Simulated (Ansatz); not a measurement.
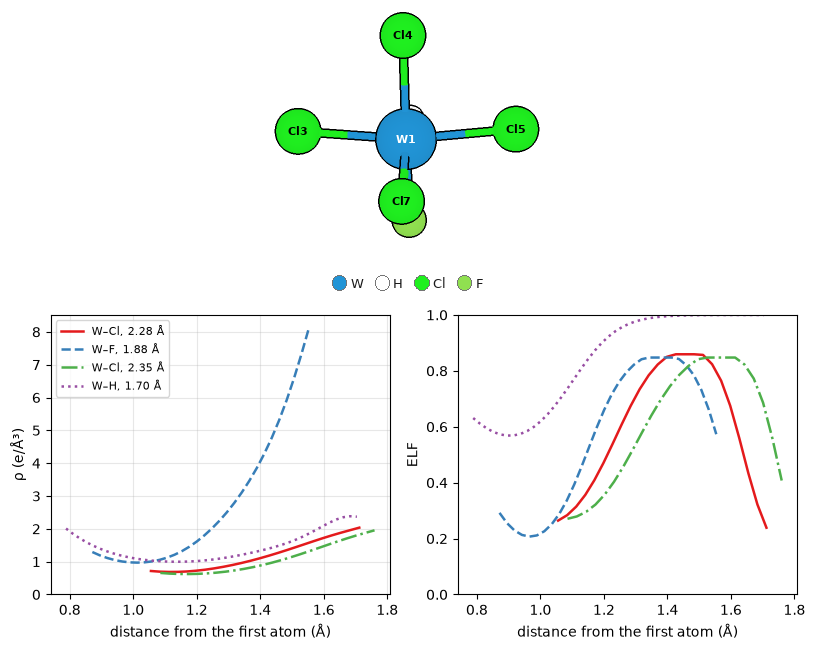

Cl$_{4}$FHW. Electron density and ELF along straight lines between neighbouring atoms. The curves leave out the atomic cores. The structure is drawn too.

Core potentials replace the inner electrons of W.

Method: Ansatz, RKS B3LYP-D4/def2-SVP.

The calculation's input:

```
crystal:
  periodic: [false, false, false]
  atoms:
    - { symbol: W, position_ang: [0.0, 0.0, 0.0] }
    - { symbol: H, position_ang: [0.0, 0.0, 1.72] }
    - { symbol: Cl, position_ang: [2.39, 0.0, 0.0] }
    - { symbol: Cl, position_ang: [0.0, 2.39, 0.0] }
    - { symbol: Cl, position_ang: [-2.39, 0.0, 0.0] }
    - { symbol: F, position_ang: [0.0, -1.85, 0.0] }
    - { symbol: Cl, position_ang: [0.0, 0.0, -2.39] }
basis:
  gaussian: { orbitals: def2-SVP }
hamiltonian:
  xc: b3lyp
  dispersion: d4
relax:
  f_tol: 0.02
  max_steps: 40
output:
  orbitals: {}
```

Run with:

```sh
ansatz run input.yaml --threads 2 --pin off --max-ram 3072MiB --backend cpu --events-out ev --progress --plain --runs-dir out
```

The fields are those of the run's last geometry, not of the input's.

Compare the contacts.

Answer. W–Cl (2.28 Å): the density is about 0.69 e/Å³ at the midpoint; the ELF peaks at about 0.85 in the valence shell of Cl, 0.9 Å from its nucleus, and is about 0.35 at the midpoint.
W–F (1.88 Å): ρ is about 1 e/Å³ halfway; the ELF peaks at about 0.85 in the valence shell of F, 0.5 Å from its nucleus, and drops to about 0.20 between the two atoms.
W–Cl (2.35 Å): ρ at the midpoint is about 0.62 e/Å³; the ELF peaks at about 0.85 in the valence shell of Cl, 0.8 Å from its nucleus, and is about 0.30 at the midpoint.
W–H (1.70 Å): ρ at the midpoint is about 1.6 e/Å³; the ELF climbs to about 1 towards the hydrogen.
